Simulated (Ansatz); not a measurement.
**MoSF₄: shape, modes and thermochemistry**

The task is to find a stationary geometry of MoSF₄, check the end point by its vibrations and derive ideal-gas thermochemistry, and look at its orbitals and charge.

Computed with Ansatz 0.2.0, Gaussian basis. Level: RKS PBE0-D4/def2-TZVP.

Levels to be run: relaxation at PBE-D4/def2-SVP; relaxation at PBE0-D4/def2-TZVP; harmonic vibrations at the same level; a single point in def2-TZVPP for the fields.

1 further run of the same task is left out (for a known fault of the program).

**1. Starting geometry**

SMILES `[F][Mo]([F])([F])([F])=[S]`, 6 atoms, charge 0, spin multiplicity 1.

Atoms are counted from 1 here; the program's logs count them from 0.

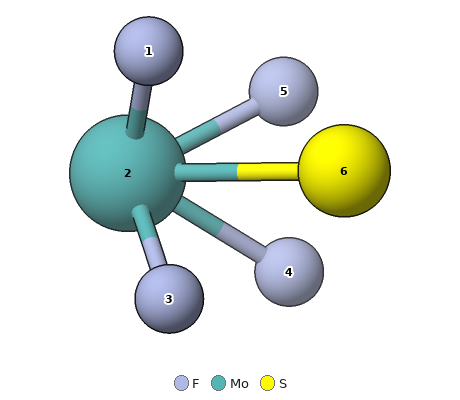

As it starts; fluorine light blue, molybdenum teal, sulfur yellow; atoms are numbered from 1 in the order of the file.

Geometry (Å):

```
F    -0.9447    0.6459   -1.3488
Mo   -0.2416   -0.9079   -0.6609
F    -1.3322   -0.5203    0.9641
F     1.0944   -0.7471    0.9376
F     1.3628    0.2168   -0.6780
S     0.1034    1.2486    0.7399
```

The start is a force-field geometry with small random shifts, so a cheaper pass at PBE-D4/def2-SVP comes first. Mo takes the def2 core potential; no spin-orbit term is included.

**2. Geometry optimisation, PBE-D4/def2-SVP (cheap first pass)**

File in.yaml:

```yaml
crystal:
  periodic: [false, false, false]
  atoms:
    - {symbol: F, position_ang: [-0.944700, 0.645900, -1.348800]}
    - {symbol: Mo, position_ang: [-0.241600, -0.907900, -0.660900]}
    - {symbol: F, position_ang: [-1.332200, -0.520300, 0.964100]}
    - {symbol: F, position_ang: [1.094400, -0.747100, 0.937600]}
    - {symbol: F, position_ang: [1.362800, 0.216800, -0.678000]}
    - {symbol: S, position_ang: [0.103400, 1.248600, 0.739900]}
basis:
  gaussian: {orbitals: def2-SVP}
hamiltonian: {xc: pbe, dispersion: d4}
relax: {f_tol: 0.03, max_steps: 200}
```

Started as:

```sh
> ansatz run in.yaml --threads 4 --pin off --events-out ev --progress --plain --max-ram 10444MiB
```

The log of the run, shortened:

```text
Functional definition: PBE
  name "PBE"
  cite "Perdew, Burke & Ernzerhof, Phys. Rev. Lett. 77, 3865 (1996) doi:10.1103/PhysRevLett.77.3865"
  parent pbe
[...]
1100 factors; their error is unknown
[...]
mean field -23528.10740128 eV, -864.6419990729 hartree, gradient 2.9e-5 eV, S^2 0.000000; 6 other end points of the search recorded, 0 dependent functions left out
[...]
reference -23528.10745688 eV, -864.6420011164 hartree; 33, 33 occupied and 72, 72 virtual orbitals, 1100 factors
relax step   1: F+E_penalty+E_count = -23528.29330686 eV  Δ(F+E_penalty+E_count) = +0.000e0 eV  max|allowed force component| = 6.300e0 eV/Å  Δτ_max = 0.0000 Å  (385 SCF iters, accepted)
[...]
relax step   3: F+E_penalty+E_count = -23532.99640463 eV  Δ(F+E_penalty+E_count) = -1.829e0 eV  max|allowed force component| = 5.886e0 eV/Å  Δτ_max = 0.1969 Å  (145 SCF iters, accepted)
[...]
relax step   5: F+E_penalty+E_count = -23537.78873122 eV  Δ(F+E_penalty+E_count) = -2.080e0 eV  max|allowed force component| = 4.789e0 eV/Å  Δτ_max = 0.1949 Å  (39 SCF iters, accepted)
[...]
relax step   7: F+E_penalty+E_count = -23539.31513639 eV  Δ(F+E_penalty+E_count) = -3.486e-1 eV  max|allowed force component| = 1.712e0 eV/Å  Δτ_max = 0.1994 Å  (38 SCF iters, accepted)
[...]
relax step   9: F+E_penalty+E_count = -23539.53673724 eV  Δ(F+E_penalty+E_count) = -9.733e-4 eV  max|allowed force component| = 5.510e-2 eV/Å  Δτ_max = 0.0139 Å  (33 SCF iters, accepted)
[...]
relax step  10: F+E_penalty+E_count = -23539.53691037 eV  Δ(F+E_penalty+E_count) = -1.731e-4 eV  max|allowed force component| = 2.998e-3 eV/Å  Δτ_max = 0.0035 Å  (35 SCF iters, accepted)
1100 factors; their error is unknown
mean field -23539.36881468 eV, -865.0558483824 hartree, gradient 8.8e-6 eV, S^2 0.000000; 1 other end points of the search recorded, 0 dependent functions left out
[...]
reference -23539.36888650 eV, -865.0558510217 hartree; 33, 33 occupied and 72, 72 virtual orbitals, 1100 factors
Total energy: -23539.53698219 eV, -865.0620284242 hartree
Atom 0 at    -1.051108     0.310178    -1.505955 Å, force    -0.000725     0.000406    -0.000622 eV/Å
Atom 1 at     0.005757    -0.035819    -0.022054 Å, force    -0.000177     0.002998     0.001832 eV/Å
Atom 2 at    -1.474319    -0.911256     0.672206 Å, force     0.000243    -0.000761    -0.000948 eV/Å
Atom 3 at     1.020433    -1.217358     0.984442 Å, force     0.000747    -0.000331     0.000818 eV/Å
Atom 4 at     1.443786     0.006671    -1.192197 Å, force    -0.000130    -0.001060    -0.000446 eV/Å
Atom 5 at     0.097552     1.783584     1.017457 Å, force     0.000041    -0.001252    -0.000634 eV/Å
Dipole moment:     0.009522     0.188468     0.107670 e Å
```

It took 17 s on 4 threads of Arm Neoverse V2, shared host.

Along the way:

| step | energy from step 1 (eV) | largest force component (eV/Å) |
| --- | --- | --- |
| 1 | 0.0000 | 6.2998 |
| 2 | -2.8744 | 4.2226 |
| 3 | -4.7031 | 5.8856 |
| 4 | -7.4159 | 7.9121 |
| 5 | -9.4954 | 4.7894 |
| 6 | -10.6732 | 2.7662 |
| 7 | -11.0218 | 1.7120 |
| 8 | -11.2425 | 0.1270 |
| 9 | -11.2434 | 0.0551 |
| 10 | -11.2436 | 0.0030 |

Distances of close pairs at the start and the end, largest changes first:

```csv
bond,before (Å),after (Å),change (Å)
Mo2–S6,2.595,2.097,-0.497
Mo2–F4,2.089,1.854,-0.235
Mo2–F3,1.995,1.854,-0.141
Mo2–F5,1.959,1.854,-0.105
F1–Mo2,1.839,1.854,+0.015
```

**3. Geometry optimisation, PBE0-D4/def2-TZVP**

File in.yaml:

```yaml
crystal:
  periodic: [false, false, false]
  atoms:
    - {symbol: F, position_ang: [-1.051108, 0.310178, -1.505955]}
    - {symbol: Mo, position_ang: [0.005757, -0.035819, -0.022054]}
    - {symbol: F, position_ang: [-1.474319, -0.911256, 0.672206]}
    - {symbol: F, position_ang: [1.020433, -1.217358, 0.984442]}
    - {symbol: F, position_ang: [1.443786, 0.006671, -1.192197]}
    - {symbol: S, position_ang: [0.097552, 1.783584, 1.017457]}
basis:
  gaussian: {orbitals: def2-TZVP}
hamiltonian: {xc: pbe0, dispersion: d4}
relax: {f_tol: 0.005, max_steps: 150}
```

Launched as before.

The log of the run, shortened:

```text
Functional definition: PBE0
  name "PBE0"
  cite "Adamo & Barone, J. Chem. Phys. 110, 6158 (1999) doi:10.1063/1.478522"
  cite "Perdew, Burke & Ernzerhof, Phys. Rev. Lett. 77, 3865 (1996) doi:10.1103/PhysRevLett.77.3865"
  parent pbe
[...]
1273 factors; their error is unknown
[...]
mean field -23555.19890064 eV, -865.6375933112 hartree, gradient 6.4e-5 eV, S^2 0.000000; 0 other end points of the search recorded, 0 dependent functions left out
[...]
reference -23555.19894341 eV, -865.6375948830 hartree; 33, 33 occupied and 168, 168 virtual orbitals, 1273 factors
relax step   1: F+E_penalty+E_count = -23555.34115846 eV  Δ(F+E_penalty+E_count) = +0.000e0 eV  max|allowed force component| = 1.099e0 eV/Å  Δτ_max = 0.0000 Å  (31 SCF iters, accepted)
[...]
1273 factors; their error is unknown
[...]
mean field -23555.25088013 eV, -865.6395035224 hartree, gradient 1.5e-5 eV, S^2 0.000000; 1 other end points of the search recorded, 0 dependent functions left out
[...]
reference -23555.25092263 eV, -865.6395050841 hartree; 33, 33 occupied and 168, 168 virtual orbitals, 1273 factors
Total energy: -23555.39439031 eV, -865.6447774243 hartree
Atom 0 at    -1.037665     0.303845    -1.487987 Å, force    -0.000061     0.000002    -0.000068 eV/Å
Atom 1 at     0.006234    -0.026169    -0.016541 Å, force    -0.000007     0.000069     0.000043 eV/Å
Atom 2 at    -1.455128    -0.902986     0.661265 Å, force    -0.000006    -0.000077    -0.000063 eV/Å
Atom 3 at     1.007336    -1.204045     0.970470 Å, force     0.000060    -0.000064     0.000036 eV/Å
Atom 4 at     1.424807     0.002927    -1.178701 Å, force     0.000005    -0.000093    -0.000041 eV/Å
Atom 5 at     0.096517     1.762427     1.005392 Å, force     0.000008     0.000162     0.000093 eV/Å
Dipole moment:     0.015181     0.300758     0.171841 e Å
```

It took 20 s on 4 threads of Arm Neoverse V2, shared host; peak memory 0.56 GiB.

Along the way:

| step | energy from step 1 (eV) | largest force component (eV/Å) |
| --- | --- | --- |
| 1 | 0.0000 | 1.0992 |
| 2 | -0.0390 | 0.8877 |
| 3 | -0.0529 | 0.0543 |
| 4 | -0.0532 | 0.0088 |
| 5 | -0.0532 | 0.0126 |
| 6 | -0.0532 | 0.0002 |

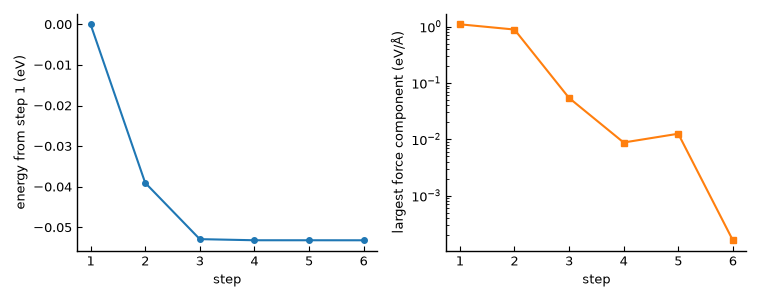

Energy and force, step by step.

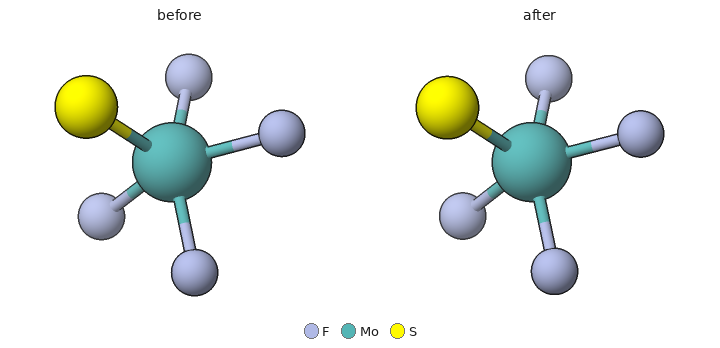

Before and after, at one scale.

Close pairs (by a distance rule), those that changed most:

```
  bond  before (Å)  after (Å)  change (Å)
Mo2–S6       2.097      2.062      -0.036
Mo2–F3       1.854      1.834      -0.020
Mo2–F5       1.854      1.834      -0.020
F1–Mo2       1.854      1.834      -0.020
Mo2–F4       1.854      1.834      -0.020
```

Mulliken charges at the end point, from the run's report:

| atom | value (e) |
| --- | --- |
| F1 | -0.39 |
| Mo2 | 1.79 |
| F3 | -0.39 |
| F4 | -0.39 |
| F5 | -0.39 |
| S6 | -0.22 |

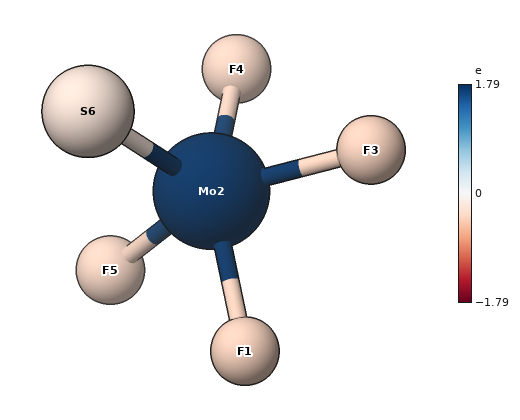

Mulliken charges at the end point, from the run's report, as colours on the atoms.

**4. Vibrations by finite differences**

File in.yaml:

```yaml
crystal:
  periodic: [false, false, false]
  atoms:
    - {symbol: F, position_ang: [-1.037665, 0.303845, -1.487987]}
    - {symbol: Mo, position_ang: [0.006234, -0.026169, -0.016541]}
    - {symbol: F, position_ang: [-1.455128, -0.902986, 0.661265]}
    - {symbol: F, position_ang: [1.007336, -1.204045, 0.970470]}
    - {symbol: F, position_ang: [1.424807, 0.002927, -1.178701]}
    - {symbol: S, position_ang: [0.096517, 1.762427, 1.005392]}
basis:
  gaussian: {orbitals: def2-TZVP}
hamiltonian: {xc: pbe0, dispersion: d4}
phonons: {temperatures: {t_min: 298.15, t_max: 900, t_step: 200}}
```

Same command.

The log of the run, shortened:

```text
Functional definition: PBE0
  name "PBE0"
  cite "Adamo & Barone, J. Chem. Phys. 110, 6158 (1999) doi:10.1063/1.478522"
  cite "Perdew, Burke & Ernzerhof, Phys. Rev. Lett. 77, 3865 (1996) doi:10.1103/PhysRevLett.77.3865"
  parent pbe
[...]
1273 factors; their error is unknown
[...]
mean field -23555.25088012 eV, -865.6395035220 hartree, gradient 1.4e-5 eV, S^2 0.000000; 0 other end points of the search recorded, 0 dependent functions left out
[...]
reference -23555.25092262 eV, -865.6395050837 hartree; 33, 33 occupied and 168, 168 virtual orbitals, 1273 factors
[...]
1273 factors; their error is unknown
mean field -23555.25076855 eV, -865.6394994218 hartree, gradient 2.6e-6 eV, S^2 0.000000; 0 other end points of the search recorded, 0 dependent functions left out
[...]
reference -23555.25081103 eV, -865.6395009830 hartree; 33, 33 occupied and 168, 168 virtual orbitals, 1273 factors
[...]
reference -23555.25085967 eV, -865.6395027703 hartree; 33, 33 occupied and 168, 168 virtual orbitals, 1273 factors
Total energy: -23555.39439032 eV, -865.6447774243 hartree
Atom 0 at    -1.037665     0.303845    -1.487987 Å, force    -0.000054     0.000006    -0.000081 eV/Å
Atom 1 at     0.006234    -0.026169    -0.016541 Å, force     0.000004     0.000077     0.000044 eV/Å
Atom 2 at    -1.455128    -0.902986     0.661265 Å, force    -0.000008    -0.000090    -0.000049 eV/Å
Atom 3 at     1.007336    -1.204045     0.970470 Å, force     0.000050    -0.000071     0.000044 eV/Å
Atom 4 at     1.424807     0.002927    -1.178701 Å, force    -0.000001    -0.000088    -0.000053 eV/Å
Atom 5 at     0.096517     1.762427     1.005392 Å, force     0.000008     0.000165     0.000094 eV/Å
Dipole moment:     0.015181     0.300757     0.171841 e Å
Vibrations: 121.21 212.89 212.90 245.54 245.55 264.52 338.58 612.27 632.11 723.57 723.58 723.58 cm⁻¹, zero-point energy 0.313451 eV
```

Run time: 28 s. Hardware: 4 threads of Arm Neoverse V2, shared host; peak memory 0.56 GiB.

Motions are named by where the mode's potential energy lies. Wavenumbers, unscaled:

| mode | cm⁻¹ | motion |
| --- | --- | --- |
| 1 | 121 | bend |
| 2 | 213 | bend |
| 3 | 213 | bend |
| 4 | 246 | bend |
| 5 | 246 | bend |
| 6 | 265 | bend |
| 7 | 339 | bend |
| 8 | 612 | Mo–F stretch |
| 9 | 632 | Mo–S stretch |
| 10 | 724 | Mo–F stretch |
| 11 | 724 | Mo–F stretch |
| 12 | 724 | Mo–F stretch |

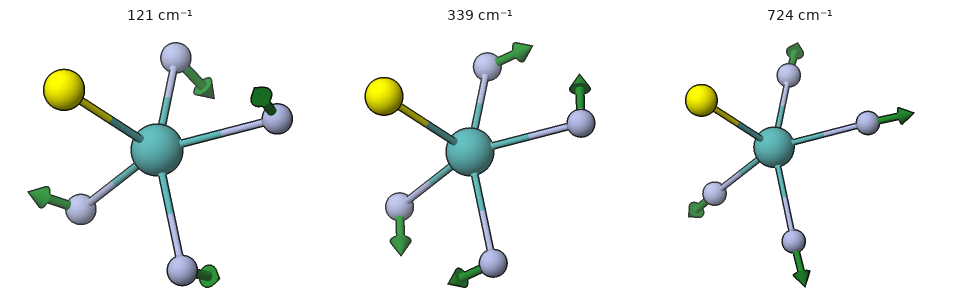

Displacements of 3 modes, as arrows.

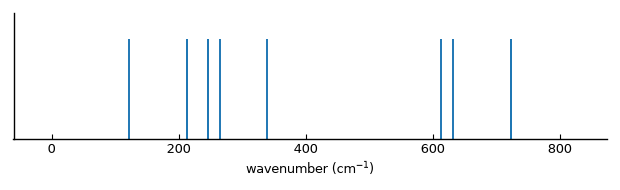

The harmonic wavenumbers as sticks (no intensities were computed).

From these modes and the moments of inertia (298.15 K, 1 bar, symmetry number 4):

| term | value |
| --- | --- |
| zero-point energy | 7.2 kcal/mol |
| H(298) − E | 12.2 kcal/mol |
| entropy, translation | 175.2 J/(mol K) |
| entropy, rotation | 106.3 J/(mol K) |
| entropy, vibration | 63.4 J/(mol K) |
| entropy, total | 344.9 J/(mol K) |

**5. Orbitals, density and potential**

in.yaml, as its differences from that of step 4:

```diff
@@ -10,4 +10,4 @@
 basis:
-  gaussian: {orbitals: def2-TZVP}
+  gaussian: {orbitals: def2-TZVPP}
 hamiltonian: {xc: pbe0, dispersion: d4}
-phonons: {temperatures: {t_min: 298.15, t_max: 900, t_step: 200}}
+output: {orbitals: {seedname: orbitals}}
```

Same command.

The log of the run:

```text
Functional definition: PBE0
  name "PBE0"
  cite "Adamo & Barone, J. Chem. Phys. 110, 6158 (1999) doi:10.1063/1.478522"
  cite "Perdew, Burke & Ernzerhof, Phys. Rev. Lett. 77, 3865 (1996) doi:10.1103/PhysRevLett.77.3865"
  parent pbe
  parameter a = 0.25
  parameter kappa = 0.804
  parameter beta = 0.06672455060314922
  exchange = (1 - a)*pbe_x(kappa = kappa, mu = beta*pi^2/3) + a*exact_x
  correlation = pbe_c(beta = beta)
1308 factors; their error is unknown
mean field evaluation 1: about -23546.5471 eV, gradient 7.7e1 eV
mean field evaluation 2: about -23465.0929 eV, gradient 2.5e2 eV
mean field evaluation 4: about -23553.4359 eV, gradient 2.9e1 eV
mean field evaluation 8: about -23555.4365 eV, gradient 3.3e-2 eV
mean field evaluation 16: about -23555.5610 eV, gradient 1.1e-4 eV
mean field -23555.56098433 eV, -865.6508996413 hartree, gradient 9.0e-6 eV, S^2 0.000000; 0 other end points of the search recorded, 0 dependent functions left out
reference -23555.56103323 eV, -865.6509014385 hartree; 33, 33 occupied and 189, 189 virtual orbitals, 1308 factors
Total energy: -23555.70450093 eV, -865.6561737791 hartree
```

Run time: 2.3 s. Hardware: 4 threads of Arm Neoverse V2, shared host; peak memory 0.57 GiB.

Orbitals, density, ELF and potential are computed afterwards from the orbital file.

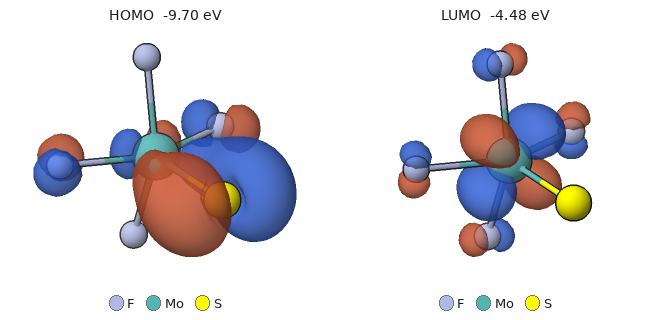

PBE0-D4/def2-TZVPP orbitals near the gap, drawn at the value that encloses 70 % of each; the two colours are the two signs.

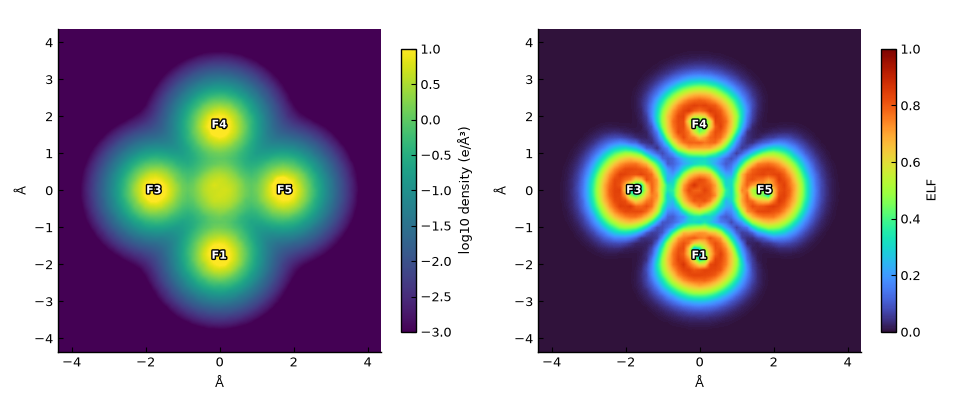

Density (left) and ELF (right) in a plane through or near 4 of the atoms.

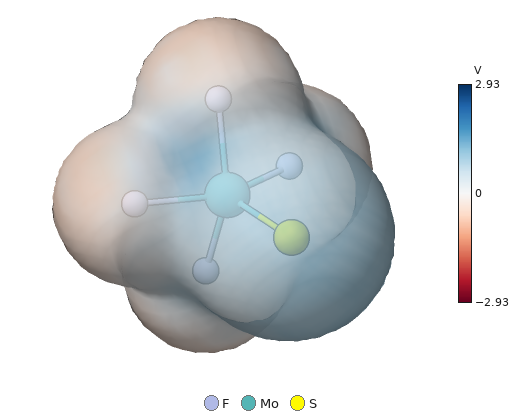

Electrostatic potential on the surface of density 0.002 e/bohr³; red is low, blue high. It runs from -0.55 V near F1 to 2.93 V near Mo2.

**6. Outcome**

| quantity | value |
| --- | --- |
| point group | C4v |
| steps | 10 + 6 |
| shift from the start (rms) | 0.646 Å |
| total energy | -23555.3944 eV |
| dispersion term | -143 meV |
| dipole moment | 1.67 D |
| lowest, highest wavenumber | 121, 724 cm⁻¹ |
| zero-point energy | 7.2 kcal/mol |
| entropy at 298.15 K | 344.9 J/(mol K) |
| HOMO, LUMO | -9.70, -4.48 eV |

The relaxed geometry lies 0.65 Å (rms) from the start; the bond that changed most is Mo2–S6, from 2.595 to 2.062 Å. All wavenumbers are real, so the end point is a minimum. The stiffest mode, 724 cm⁻¹, is a Mo–F stretch. The largest Mulliken charge, +1.79 e, sits on Mo2. The HOMO lies mostly on S6 69 %; Mo2 13 % and the LUMO on Mo2 68 %; 4 F atoms about 8 % each.
